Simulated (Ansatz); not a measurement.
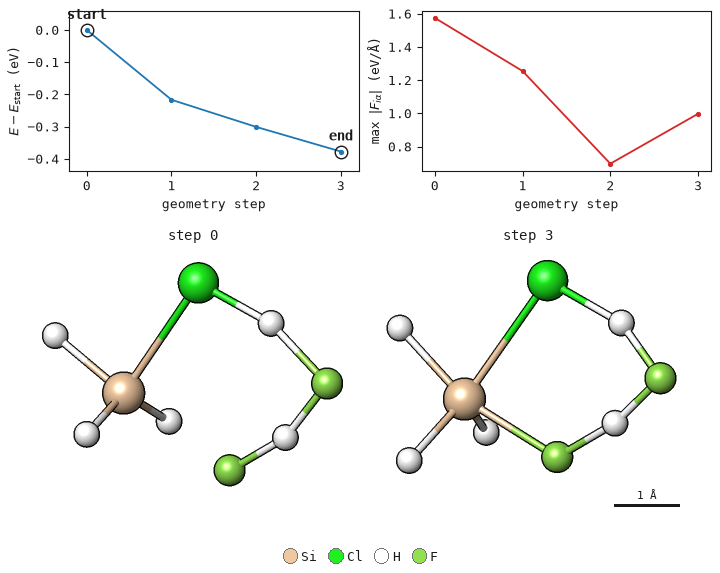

First and last geometry of a saddle-point search of SiH$_{5}$ClF$_{2}$, with the history of the run. Style: ball-and-stick. Shown at a tilt.

All numbers below come from Ansatz 0.2.0, RKS PBE0-D4/def2-SVP.

The input:
```yaml
crystal:
  periodic: [false, false, false]
  atoms:
    - {symbol: Si, position_ang: [-0.223000, 1.047300, -0.655100]}
    - {symbol: Cl, position_ang: [1.624100, -0.050200, -0.118500]}
    - {symbol: H, position_ang: [-0.861100, 0.253600, -1.683300]}
    - {symbol: H, position_ang: [-0.651300, 1.704500, 0.561000]}
    - {symbol: H, position_ang: [0.545900, 2.075300, -1.391500]}
    - {symbol: H, position_ang: [-0.622100, -1.368500, 0.941700]}
    - {symbol: F, position_ang: [-1.231600, -0.541500, 0.466300]}
    - {symbol: H, position_ang: [1.125700, -1.138700, 0.629200]}
    - {symbol: F, position_ang: [0.293600, -1.981800, 1.250300]}
basis:
  gaussian: {orbitals: def2-SVP}
hamiltonian: {xc: pbe0, dispersion: d4}
saddle:
  max_steps: 4
  mode_guess:
    - [-0.2510, -0.0456, 0.0603]
    - [0.1810, -0.3237, -0.0936]
    - [-0.0280, 0.0818, -0.0984]
    - [-0.2387, 0.1105, -0.1088]
    - [0.0520, -0.1675, 0.3000]
    - [0.2081, -0.3243, 0.1639]
    - [0.1161, 0.3271, -0.1899]
    - [0.2097, 0.2852, -0.1632]
    - [-0.2492, 0.0566, 0.1299]
```

Command:
```bash
ansatz run in.yaml --threads 4 --pin off --events-out ev --progress --plain --max-ram 9574MiB
```

Q: Read the history and describe the run.

A: The relaxation stopped without meeting its thresholds, so the last structure isn't shown to be converged. The input was poor on purpose: too few steps. H4 moves most after the best rigid fit: 0.53 Å. Largest moves by element: H 0.53 Å, Cl 0.27 Å, F 0.24 Å, Si 0.14 Å. Some distances before and after: Si1–F7 2.191 → 1.846 Å, H8–F9 1.338 → 1.157 Å, Cl2–H8 1.411 → 1.527 Å, Si1–Cl2 2.215 → 2.328 Å. Among the angles between lasting bonds that change: Cl2–Si1–H4 105.6° → 131.5°, H3–Si1–H4 135.7° → 114.5°, Cl2–Si1–H5 91.8° → 80.3°. After 3 geometry steps the energy has fallen by 0.377 eV. Largest force component: 1.6 eV/Å at the start, 1 eV/Å at the end.
